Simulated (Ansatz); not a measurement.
```json
{"atom": "C", "x (Å)": "-0.6506", "y (Å)": "1.1723", "z (Å)": "-1.0266"}
{"atom": "Al", "x (Å)": "0.4844", "y (Å)": "0.2040", "z (Å)": "0.2065"}
{"atom": "C", "x (Å)": "0.9573", "y (Å)": "-1.1488", "z (Å)": "1.2864"}
{"atom": "O", "x (Å)": "1.1170", "y (Å)": "-1.7171", "z (Å)": "-0.1245"}
{"atom": "H", "x (Å)": "-0.0819", "y (Å)": "1.5048", "z (Å)": "-1.9200"}
{"atom": "H", "x (Å)": "-1.0750", "y (Å)": "2.0754", "z (Å)": "-0.5386"}
{"atom": "H", "x (Å)": "-1.4942", "y (Å)": "0.5332", "z (Å)": "-1.3642"}
{"atom": "H", "x (Å)": "0.4071", "y (Å)": "-2.3848", "z (Å)": "-0.2161"}
{"atom": "H", "x (Å)": "1.6950", "y (Å)": "-1.5635", "z (Å)": "1.9958"}
```

Theory: Ansatz 0.2.0, UKS LDA/def2-SVP.

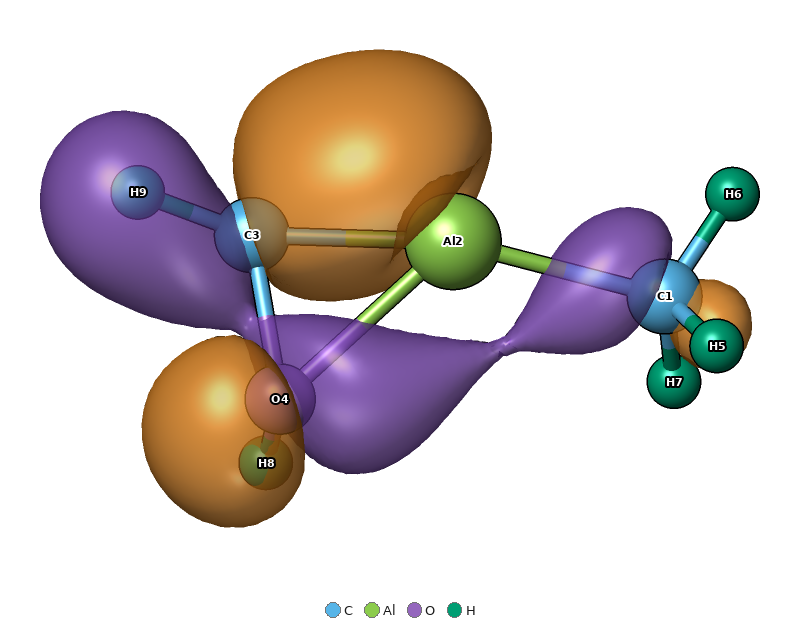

C2H5AlO. The HOMO−1 at ±0.1 Å⁻³ᐟ² (orange and purple are the two phases), seen across its widest extent.

Question: What is the character of this orbital?

Answer: It lies mainly on C3 (about 35 %), O4 (about 30 %), Al2 (about 20 %) and H9 (about 10 %). Its energy is −6.17 eV.
